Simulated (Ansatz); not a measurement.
**A hypothetical structure for InSb2N**

This structure for InSb2N is made up. Its elements were placed in a known structure type with a cell scaled to their sizes. What cell does the guess relax to, and how far off was it?

Program: Ansatz 0.2.0. Level of theory: DFT, r2SCAN, plane-wave PAW, files of the set soft_1, scalar-relativistic, no spin, cell and ions relaxed at zero pressure; PAW set soft_1, in the first sound run; inputs show where later runs differ. Results are calculated unless marked as measured.

### 1. Starting point

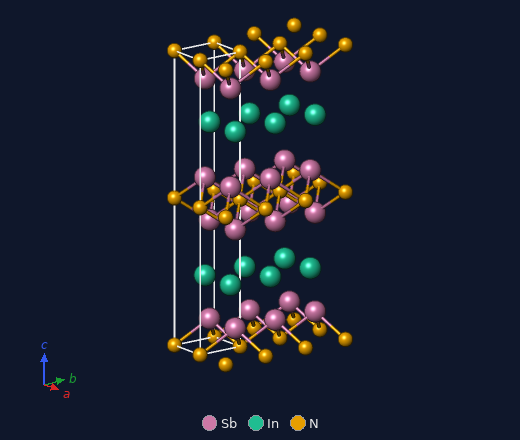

Start, viewed slightly off an axis; antimony pink, indium teal, nitrogen orange. 2×3×1 cells are drawn. Bonds to atoms that aren't drawn are left out. Some periodic images of atoms are drawn too.

### 2. Relaxation of the guess

The guess takes its coordinates from another compound and its volume from a rule, so the cell and any free coordinates are relaxed together.

input.yaml

```yaml
crystal:
  lattice:
    - [3.459, 0.0, 0.0]
    - [-1.7295, 2.995581872, 0.0]
    - [0.0, 0.0, 15.627]
  atoms:
    - { symbol: Sb, position: [0.666666667, 0.333333333, 0.5826] }
    - { symbol: Sb, position: [0.333333333, 0.666666667, 0.4174] }
    - { symbol: Sb, position: [0.333333333, 0.666666667, 0.0826] }
    - { symbol: Sb, position: [0.666666667, 0.333333333, 0.9174] }
    - { symbol: In, position: [0.333333333, 0.666666667, 0.75] }
    - { symbol: In, position: [0.666666667, 0.333333333, 0.25] }
    - { symbol: "N", position: [0.0, 0.0, 0.5] }
    - { symbol: "N", position: [0.0, 0.0, 0.0] }
kpoints:
  mp_grid: { grid: [9, 9, 2] }
scf:
  occupations: { method: fermi_dirac, width: 0.05 }
hamiltonian:
  xc: r2scan
  pseudopotentials: { kind: paw, azcp: { folder: soft_1 } }
relax:
  f_tol: 0.015
  max_steps: 70
  cell: {}
output:
  forces: true
  stress: true
```

The run is started by

```sh
> ansatz run input.yaml --threads 4 --pin off --max-ram 10240MiB --backend cpu --events-out ev --progress --plain --runs-dir out
```

Numbers of over 12 decimals in the logs are rounded to 6 here.

The log of the run:

```text
Engine: ansatz 0.2.0, x86_64-unknown-linux-gnu
Pseudopotentials: kind: paw
Pseudopotential: Sb, paw, valence charge 15, recommended cutoff 500 eV (meta_gga), soft_1/Sb.paw.azcp
Pseudopotential: In, paw, valence charge 13, recommended cutoff 500 eV (meta_gga), soft_1/In.paw.azcp
Pseudopotential: N, paw, valence charge 5, recommended cutoff 500 eV (meta_gga), soft_1/N.paw.azcp
Functional definition: r2SCAN
  parameter k0 = 0.174
  parameter k1 = 0.065
  parameter a1 = 4.9479
  exchange = r2scan_x(k0 = k0, k1 = k1, a1 = a1)
  correlation = r2scan_c
Crystal: 8 atoms, lattice volume = 161.923 Å³
Basis set: ecut = 500 eV, 4149 PW (Γ), exchange–correlation on 108×108×480 points (64 copies of the dense FFT grid, shifted against one another)
Bands: 58, of which v1, the nominal top of the filled ones, is band 48 counted from 1 (47 counted from 0)
Symmetry: 24 space group operations
Space group: P63/mmc (ITA 194), of the structure as read, at distance tolerance 5.5e-5 Å
k-points: 24 of 162
Non-local potential: Sb, projectors of the file, l = 0: 2, l = 1: 2, l = 2: 2, l = 3: 1
Non-local potential: In, projectors of the file, l = 0: 2, l = 1: 2, l = 2: 2, l = 3: 1
Non-local potential: N, projectors of the file, l = 0: 2, l = 1: 2, l = 2: 1
PAW form: soft (Blöchl's): semilocal exchange-correlation on the pseudo side does not see the compensation charge
PAW frozen core: Sb, regenerated for the run's functional (the file was generated under x = pbe(κ = 0.804, μ = 0.219515), c = pbe(β = 0.066725))
PAW frozen core: In, regenerated for the run's functional (the file was generated under x = pbe(κ = 0.804, μ = 0.219515), c = pbe(β = 0.066725))
PAW frozen core: N, regenerated for the run's functional (the file was generated under x = pbe(κ = 0.804, μ = 0.219515), c = pbe(β = 0.066725))
PAW one-centre angular grid: Sb, 590 points (default); XC on 160 Gauss nodes
PAW one-centre angular grid: In, 590 points (default); XC on 160 Gauss nodes
PAW one-centre angular grid: N, 302 points (default); XC on 160 Gauss nodes
Initial density: superposition of atomic densities (chi_scale 0.1, normalization cell, long waves 19 % of neutral atoms (reshape's long-wave potential 1.19 eV rms, cloud 2.13 Å wide))
Initial wavefunctions: pseudopotential atomic-orbital guess
Functional: x = r2scan, c = r2scan; τ floored in thin density (d = 2e-4 eV/Å³)
SCF iter   1: F=—  HF=-37989.893002 eV  |F-HF|=—  |Δ(HF+E_count)|=         —  Δρ=5.57e-2  dr2=4.45e1  dr2_τ=6.38e-2  ethr=3.10e-3  ⟨swp⟩=6.6  Hψ=5682  notcnv=0  defer=1
preconditioner: auto → Kerker (q_TF=auto, 2.501 Å⁻¹)  [metal: Δε(μ)=0.091 eV  Ē_g=13.221 eV  σ=0.050 eV  W_gap=0.38  n_scr=54 (ndim 8)  ℏωp=21.8 eV  f_vac=0.000  D(μ)=2.89/eV (n_scr^D=8)]
SCF iter   2: F=—  HF=-37985.900818 eV  |F-HF|=—  |Δ(HF+E_count)|=    3.99e0  Δρ=3.20e-2  dr2=1.72e1  dr2_τ=6.78e-2  ethr=3.10e-3  ⟨swp⟩=3.2  Hψ=2122  notcnv=0  defer=63
SCF iter   3: F=—  HF=-37984.218707 eV  |F-HF|=—  |Δ(HF+E_count)|=    1.68e0  Δρ=2.56e-2  dr2=4.06e0  dr2_τ=2.56e-1  ethr=3.10e-3  ⟨swp⟩=4.2  Hψ=2997  notcnv=0  defer=67
SCF iter   4: F=—  HF=-37983.823399 eV  |F-HF|=—  |Δ(HF+E_count)|=   3.95e-1  Δρ=7.52e-3  dr2=2.31e-1  dr2_τ=8.74e-4  ethr=3.10e-3  ⟨swp⟩=3.0  Hψ=1784  notcnv=0  defer=68
SCF iter   5: F=—  HF=-37983.828240 eV  |F-HF|=—  |Δ(HF+E_count)|=   4.84e-3  Δρ=2.36e-3  dr2=1.48e-2  dr2_τ=4.17e-4  ethr=2.41e-4  ⟨swp⟩=3.3  Hψ=2040  notcnv=0  defer=58
SCF iter   6: F=—  HF=-37983.834105 eV  |F-HF|=—  |Δ(HF+E_count)|=   5.86e-3  Δρ=1.11e-3  dr2=2.14e-3  dr2_τ=2.73e-5  ethr=1.55e-5  ⟨swp⟩=2.0  Hψ=2527  notcnv=0  defer=58
SCF iter   7: F=—  HF=-37983.835596 eV  |F-HF|=—  |Δ(HF+E_count)|=   1.49e-3  Δρ=3.82e-4  dr2=3.96e-4  dr2_τ=9.86e-6  ethr=2.23e-6  ⟨swp⟩=2.0  Hψ=1789  notcnv=0  defer=58
SCF iter   8: F=—  HF=-37983.835740 eV  |F-HF|=—  |Δ(HF+E_count)|=   1.44e-4  Δρ=1.13e-4  dr2=2.32e-5  dr2_τ=4.48e-7  ethr=4.13e-7  ⟨swp⟩=3.0  Hψ=2641  notcnv=0  defer=58
SCF iter   9: F=—  HF=-37983.835769 eV  |F-HF|=—  |Δ(HF+E_count)|=   2.94e-5  Δρ=3.79e-5  dr2=2.48e-6  dr2_τ=7.42e-8  ethr=2.41e-8  ⟨swp⟩=2.8  Hψ=2606  notcnv=0  defer=58
SCF iter  10: F=—  HF=-37983.835771 eV  |F-HF|=—  |Δ(HF+E_count)|=   1.36e-6  Δρ=1.34e-5  dr2=3.61e-7  dr2_τ=7.97e-9  ethr=2.58e-9  ⟨swp⟩=2.0  Hψ=1975  notcnv=0  defer=58
SCF iter  11: F=-37983.835771 eV  HF=-37983.835771 eV  |F-HF|=1.07e-8  |Δ(HF+E_count)|=   1.43e-7  Δρ=4.35e-6  dr2=3.43e-8  dr2_τ=1.72e-9  ethr=1.04e-10  ⟨swp⟩=5.0  Hψ=5007  notcnv=0
SCF 1 converged in 11 iterations: F = -37983.835771 eV  dr2 = 3.43e-8
  greatest PAW one-centre occupation: 0.996 electrons in one spin orbital (limit 2), on the Sb atom at site 3 (counted from 0), in its partial waves of l = 2
relax step   1: F+E_penalty+E_count = -37983.83577080 eV  Δ(F+E_penalty+E_count) = +0.000e0 eV  max|allowed force component| = 1.981e0 eV/Å  Δτ_max = 0.0000 Å  P = +7.742 GPa  Ω = 161.923 Å³  (11 SCF iters, dr2 threshold 1.00e-7 eV, accepted)
Crystal: 8 atoms, lattice volume = 171.503 Å³
Basis set: ecut = 500 eV, 4391 PW (Γ), exchange–correlation on 108×108×480 points (64 copies of the dense FFT grid, shifted against one another)
Initial density: handed on by an earlier stage of this run
Initial wavefunctions: those handed on with the density
iter 1 solved again at ethr=5.78e-4 eV; its pass at ethr=3.10e-3 eV (dr2=5.55e-1 eV) is discarded
SCF iter   1: F=—  HF=-37983.226687 eV  |F-HF|=—  |Δ(HF+E_count)|=         —  Δρ=1.05e-2  dr2=5.65e-1  dr2_τ=1.00e0  ethr=5.78e-4  ⟨swp⟩=1.6  Hψ=7822  notcnv=0
preconditioner: auto → Kerker (q_TF=auto, 2.477 Å⁻¹)  [metal: Δε(μ)=0.077 eV  Ē_g=11.711 eV  σ=0.050 eV  W_gap=0.36  n_scr=54 (ndim 8)  ℏωp=21.2 eV  f_vac=0.000  D(μ)=2.59/eV (n_scr^D=8)]
SCF iter   2: F=—  HF=-37984.609496 eV  |F-HF|=—  |Δ(HF+E_count)|=    1.38e0  Δρ=1.12e-2  dr2=4.54e-1  dr2_τ=1.89e-2  ethr=5.78e-4  ⟨swp⟩=3.1  Hψ=2487  notcnv=0
preconditioner: auto → Resta (q_TF=auto, 2.477 Å⁻¹)  ε∞=4.3  [insulator: Δε(μ)=0.158 eV  Ē_g=11.734 eV  σ=0.050 eV  W_gap=0.58  n_scr=54 (ndim 8)  ℏωp=21.2 eV  f_vac=0.000  D(μ)=2.31/eV (n_scr^D=8)  ε∞_Penn≈4.3]
SCF iter   3: F=—  HF=-37984.538345 eV  |F-HF|=—  |Δ(HF+E_count)|=   7.12e-2  Δρ=4.79e-3  dr2=8.28e-2  dr2_τ=2.33e-3  ethr=4.73e-4  ⟨swp⟩=2.5  Hψ=1950  notcnv=0  defer=39
SCF iter   4: F=—  HF=-37984.540952 eV  |F-HF|=—  |Δ(HF+E_count)|=   2.61e-3  Δρ=2.00e-3  dr2=6.31e-3  dr2_τ=2.23e-4  ethr=8.63e-5  ⟨swp⟩=3.5  Hψ=2756  notcnv=0  defer=40
SCF iter   5: F=—  HF=-37984.541653 eV  |F-HF|=—  |Δ(HF+E_count)|=   7.01e-4  Δρ=8.90e-4  dr2=2.25e-3  dr2_τ=1.48e-4  ethr=6.57e-6  ⟨swp⟩=2.6  Hψ=2292  notcnv=0  defer=40
[...]
SCF iter   9: F=-37984.735857 eV  HF=-37984.735857 eV  |F-HF|=5.70e-8  |Δ(HF+E_count)|=   1.79e-7  Δρ=8.10e-6  dr2=2.43e-7  dr2_τ=3.52e-9  ethr=8.33e-10  ⟨swp⟩=4.3  Hψ=4482  notcnv=0
SCF 3 converged in 9 iterations: F = -37984.735857 eV  dr2 = 2.43e-7
  greatest PAW one-centre occupation: 0.995 electrons in one spin orbital (limit 2), on the Sb atom at site 1 (counted from 0), in its partial waves of l = 2
relax step   3: F+E_penalty+E_count = -37984.73585652 eV  Δ(F+E_penalty+E_count) = -1.942e-1 eV  max|allowed force component| = 2.040e-1 eV/Å  Δτ_max = 0.0492 Å  P = -0.423 GPa  Ω = 167.129 Å³  energy of the carried Pulay correction = -8.284e-4 eV  (9 SCF iters, dr2 threshold 8.00e-7 eV, accepted)
[...]
relax step   4: F+E_penalty+E_count = -37984.87434592 eV  Δ(F+E_penalty+E_count) = -1.385e-1 eV  max|allowed force component| = 2.564e-1 eV/Å  Δτ_max = 0.0553 Å  P = +1.911 GPa  Ω = 163.672 Å³  energy of the carried Pulay correction = -2.813e-4 eV  (10 SCF iters, dr2 threshold 8.00e-7 eV, accepted)
[...]
relax step   5: F+E_penalty+E_count = -37984.90780654 eV  Δ(F+E_penalty+E_count) = -3.346e-2 eV  max|allowed force component| = 3.045e-1 eV/Å  Δτ_max = 0.0443 Å  P = +0.061 GPa  Ω = 169.711 Å³  energy of the carried Pulay correction = -1.230e-3 eV  (9 SCF iters, dr2 threshold 8.00e-7 eV, accepted)
[...]
relax step   6: F+E_penalty+E_count = -37984.89385641 eV  Δ(F+E_penalty+E_count) = +1.395e-2 eV  max|allowed force component| = 2.636e-1 eV/Å  Δτ_max = 0.0269 Å  P = +0.561 GPa  Ω = 165.989 Å³  energy of the carried Pulay correction = -6.492e-4 eV  (7 SCF iters, dr2 threshold 8.00e-7 eV, rejected (line search))
[...]
relax step   7: F+E_penalty+E_count = -37984.92741594 eV  Δ(F+E_penalty+E_count) = -1.961e-2 eV  max|allowed force component| = 1.405e-2 eV/Å  Δτ_max = 0.0206 Å  P = +0.096 GPa  Ω = 167.903 Å³  energy of the carried Pulay correction = -9.493e-4 eV  (11 SCF iters, accepted)
[...]
relax step   8: F+E_penalty+E_count = -37984.92758224 eV  Δ(F+E_penalty+E_count) = -1.663e-4 eV  max|allowed force component| = 2.101e-3 eV/Å  Δτ_max = 0.0026 Å  P = -0.040 GPa  Ω = 168.045 Å³  energy of the carried Pulay correction = -9.715e-4 eV  (8 SCF iters, dr2 threshold 3.65e-8 eV, accepted)
Basis set: ecut = 500 eV, 4187 PW (Γ), exchange–correlation on 96×96×540 points (64 copies of the dense FFT grid, shifted against one another)
Initial wavefunctions: pseudopotential atomic-orbital guess (no wavefunctions were taken with the density)
iter 1 solved again at ethr=2.00e-7 eV; its pass at ethr=3.10e-3 eV (dr2=1.92e-4 eV) is discarded
SCF iter   1: F=—  HF=-37984.927484 eV  |F-HF|=—  |Δ(HF+E_count)|=         —  Δρ=5.33e-4  dr2=1.78e-5  dr2_τ=2.94e-5  ethr=2.00e-7  ⟨swp⟩=3.2  Hψ=9617  notcnv=0
preconditioner: auto → Kerker (q_TF=auto, 2.485 Å⁻¹)  [metal: Δε(μ)=0.044 eV  Ē_g=12.077 eV  σ=0.050 eV  W_gap=0.22  n_scr=56 (ndim 8)  ℏωp=21.4 eV  f_vac=0.000  D(μ)=4.30/eV (n_scr^D=12)]
SCF iter   2: F=—  HF=-37984.930605 eV  |F-HF|=—  |Δ(HF+E_count)|=   3.12e-3  Δρ=2.71e-4  dr2=4.61e-6  dr2_τ=4.17e-5  ethr=1.85e-8  ⟨swp⟩=2.5  Hψ=2388  notcnv=0
SCF iter   3: F=—  HF=-37984.932056 eV  |F-HF|=—  |Δ(HF+E_count)|=   1.45e-3  Δρ=3.47e-5  dr2=7.54e-7  dr2_τ=5.97e-7  ethr=4.80e-9  ⟨swp⟩=2.0  Hψ=2099  notcnv=0
SCF iter   4: F=—  HF=-37984.932070 eV  |F-HF|=—  |Δ(HF+E_count)|=   1.43e-5  Δρ=8.53e-6  dr2=6.07e-8  dr2_τ=1.64e-8  ethr=7.86e-10  ⟨swp⟩=2.0  Hψ=2066  notcnv=0
SCF iter   5: F=—  HF=-37984.932071 eV  |F-HF|=—  |Δ(HF+E_count)|=   5.80e-7  Δρ=2.47e-6  dr2=1.13e-8  dr2_τ=3.82e-10  ethr=6.32e-11  ⟨swp⟩=2.0  Hψ=2049  notcnv=0
SCF iter   6: F=—  HF=-37984.932071 eV  |F-HF|=—  |Δ(HF+E_count)|=   2.17e-8  Δρ=8.30e-7  dr2=1.23e-9  dr2_τ=3.76e-11  ethr=1.18e-11  ⟨swp⟩=2.7  Hψ=2645  notcnv=0
SCF iter   7: F=—  HF=-37984.932071 eV  |F-HF|=—  |Δ(HF+E_count)|=   1.47e-9  Δρ=3.09e-7  dr2=2.26e-10  dr2_τ=4.30e-12  ethr=1.28e-12  ⟨swp⟩=2.1  Hψ=2106  notcnv=0
SCF iter   8: F=-37984.932071 eV  HF=-37984.932071 eV  |F-HF|=7.28e-12  |Δ(HF+E_count)|=  2.76e-10  Δρ=1.31e-7  dr2=2.41e-11  dr2_τ=1.17e-12  ethr=1.00e-12  ⟨swp⟩=5.0  Hψ=4805  notcnv=0
SCF 9 converged in 8 iterations: F = -37984.932071 eV  dr2 = 2.41e-11
relax step   9: F+E_penalty+E_count = -37984.93207057 eV  Δ(F+E_penalty+E_count) = -4.488e-3 eV  max|allowed force component| = 2.706e-3 eV/Å  Δτ_max = 0.0000 Å  P = -0.021 GPa  Ω = 168.045 Å³  stress off target by 4.23e-2 GPa  SCF on the basis re-selected at this cell (its energy is not comparable with the rows above)  (8 SCF iters)
basis re-selected at this cell: Δ(F+E_penalty+E_count) = -4.488e-3 eV, ΔP = +0.020 GPa vs the last step (what re-selecting the basis moved, of the pressure what is left beyond the Pulay correction that the steps carried, after the strain that the cell walked since its last selection, with what the two solves' SCF thresholds leave and, on support functions, any second-order correction that the steps lacked; it is no measure of the basis error at this ecutwfc). The dense FFT grid was sized anew with the basis: this SCF ran on 24×24×135 points, the steps before it on 27×27×120, so part of this shift can come from that change (see relax.cell in the input reference). [rest of the remark cut]
SCF converged after 8 iterations
Free energy (F): -37984.932071 eV
Harris-Foulkes:  -37984.932071 eV  (|F-HF|=7.28e-12)
Internal energy: -37984.896642 eV  (E = F + TS)
E sigma→0 (E₀):  -37984.914357 eV
Entropy (-TS):   -0.035428 eV (-4.429 meV/atom)
Fermi energy:    11.873962 eV
--- Per-component energies (eV) ---
  E_band       = -614.046852
  E_kinetic    = 1325.923289
  E_local      = -8284.270897  (includes V_loc(G=0)·N_el)
  E_nonlocal   = 2280.240950
  E_hartree    = 3410.695320
  E_xc         = -746.328272
  E_vxc        = -742.176600  (∫ρ·V_xc dr)
  E_paw        = -26978.600107  (= ΣΔE_a)
  E_vpaw       = -2061.662823  (= ΣTr[D̂ρ^β])
  E_aug_tail   = 0.000000  (compensation charges beyond the density's cutoff)
  E_vtau       = 46.508613  (kinetic-family band-sum trace: ∫τ·v_τ [+ j·A + Jᵃ·Aᵃ] dr)
  E_ewald      = -8996.453122
  E_core_change = 3.896197  (= ΣΔE_core)
  E_smearing   = -0.035428  (= −TS)
  E_closure    = 0.000000  (closes the sum)
  Σ components = -37984.932071   (vs F -37984.932071, Δ=0.00e0)
--- Forces (eV/Å), atoms counted from 1 ---
  atom   1  Sb     0.00000000    -0.00000000    -0.00270596
  atom   2  Sb     0.00000000     0.00000000     0.00270596
  atom   3  Sb    -0.00000000     0.00000000    -0.00270596
  atom   4  Sb    -0.00000000    -0.00000000     0.00270596
  atom   5  In    -0.00000000     0.00000000    -0.00000000
  atom   6  In     0.00000000    -0.00000000     0.00000000
  atom   7  N      0.00000000     0.00000000     0.00000000
  atom   8  N      0.00000000     0.00000000     0.00000000
  max |Σ_I F_I| component: 1.73e-17 eV/Å
--- Stress (GPa, compression-positive) ---
       -0.042314      -0.000000       0.000000
       -0.000000      -0.042314      -0.000000
        0.000000      -0.000000       0.022819
  P = ⅓ Tr σ = -0.0206 GPa (-0.206 kbar)
--- Relaxed structure (8 steps of the walk, 7 accepted, 1 SCFs on fresh bases) ---
  F+E_penalty+E_count = -37984.93207057 eV   max|allowed force component| = 2.706e-3 eV/Å   (the final SCF, on the basis selected at the relaxed cell)
  cell:  # Å, volume = 168.0451 Å³
    - [3.287801, 0.0, 0]
    - [-1.643901, 2.847319, 0]
    - [0, 0, 17.950814]
  atoms:
    - { symbol: Sb, position: [0.666667, 0.333333, 0.587036] }
    - { symbol: Sb, position: [0.333333, 0.666667, 0.412964] }
    - { symbol: Sb, position: [0.333333, 0.666667, 0.087036] }
    - { symbol: Sb, position: [0.666667, 0.333333, 0.912964] }
    - { symbol: In, position: [0.333333, 0.666667, 0.750000] }
    - { symbol: In, position: [0.666667, 0.333333, 0.25] }
    - { symbol: N, position: [0, 0, 0.5] }
    - { symbol: N, position: [0, 0, -2.7752023356639266e-19] }
```

It took 59 s on 4 threads of Intel Xeon 6975P-C (Granite Rapids), shared host; peak memory 1.1 GiB; 3.6 min of CPU time.

Relaxation path:

| step | energy less that of the first step (eV) | largest force component (eV/Å) | pressure (GPa) | volume (Å³) |
| --- | --- | --- | --- | --- |
| 1 | 0.0000 | 1.9810 | 7.74 | 161.92 |
| 2 | -0.7059 | 0.7495 | -2.82 | 171.50 |
| 3 | -0.9001 | 0.2040 | -0.42 | 167.13 |
| 4 | -1.0386 | 0.2564 | 1.91 | 163.67 |
| 5 | -1.0720 | 0.3045 | 0.06 | 169.71 |
| 6 | -1.0581 | 0.2636 | 0.56 | 165.99 |
| 7 | -1.0916 | 0.0140 | 0.10 | 167.90 |
| 8 | -1.0918 | 0.0021 | -0.04 | 168.05 |
| 9* | -1.0963 | 0.0027 | -0.02 | 168.05 |

Relaxation steps marked * repeat the geometry before them on a plane-wave basis chosen anew for their cell, so energy and pressure can jump there. Relaxation step 6 was tried and not accepted.

The run keeps the 24 symmetry operations that it works with, so distortions that break them were not tested.

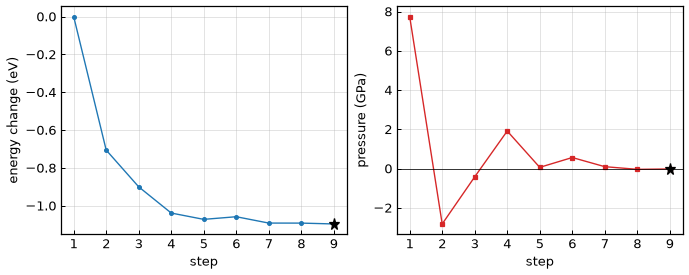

Energy and pressure along the relaxation. Stars mark steps on a basis chosen anew.

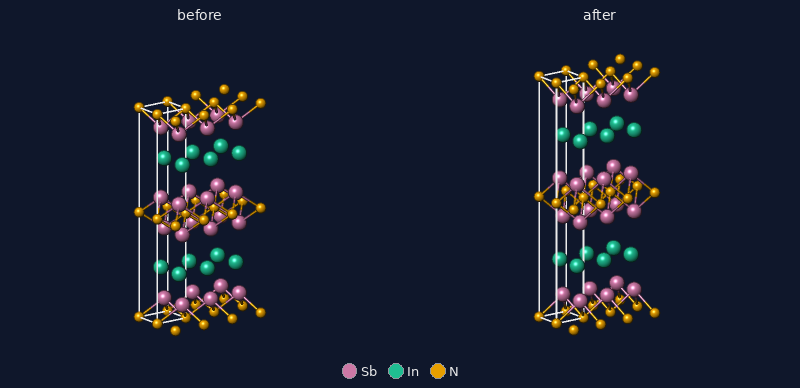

The structure before and after the relaxation, drawn at the same scale. Bonds to atoms that aren't drawn are left out.

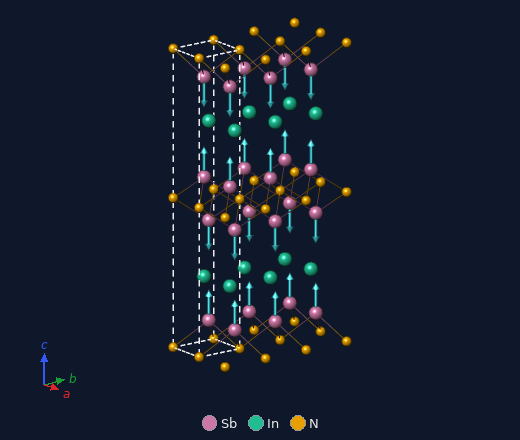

Displacements in the relaxation, exaggerated, measured against the changing cell; the longest in the cell stands for 0.08 Å. Bonds to atoms that aren't drawn are left out. 2×3×1 cells are drawn. Some periodic images of atoms are drawn too.

| cell as run | before | after | change |
| --- | --- | --- | --- |
| a (Å) | 3.459 | 3.288 | -4.9 % |
| b (Å) | 3.459 | 3.288 | -4.9 % |
| c (Å) | 15.627 | 17.951 | +14.9 % |
| volume (Å³/atom) | 20.24 | 21.01 | +3.8 % |

The atoms that moved most (Å, as changes of fractional coordinates times the final cell):

| atom | dx | dy | dz | length |
| --- | --- | --- | --- | --- |
| Sb4 | 0.000 | 0.000 | -0.080 | 0.080 |
| Sb1 | 0.000 | 0.000 | 0.080 | 0.080 |
| Sb2 | 0.000 | 0.000 | -0.080 | 0.080 |
| Sb3 | 0.000 | 0.000 | 0.080 | 0.080 |

This step gave:

```yaml
free_energy: -37984.9321 eV
energy_at_zero_smearing: -37984.9144 eV
smearing_term_ts: 0.03543 eV
fermi_energy: 11.87 eV
electrons: 96
symmetry_operations: 24
pressure: -0.02060 GPa
```

Shortest distances by pair of elements, guess and relaxed (not always the same contact):

| pair | guess (Å) | relaxed (Å) |
| --- | --- | --- |
| N–Sb | 2.378 | 2.458 |
| Sb–Sb | 3.264 | 3.288 |
| In–In | 3.459 | 3.288 |
| N–N | 3.459 | 3.288 |
| In–Sb | 3.291 | 3.487 |

The relaxation ends with a largest force component of 0.0027 eV/Å and a pressure of -0.02 GPa.

(Part 1 of 2 ends here.)

[Logs are printed without paths, hosts, clocks, repeated set-up lines and the standing remarks that a program may print on its own settings, such as how far it seeks lower states.]

[Hosts, paths, dates, database ids (printed as entryN), source tags and the programs' standing remarks are cut or masked in the printed files.]
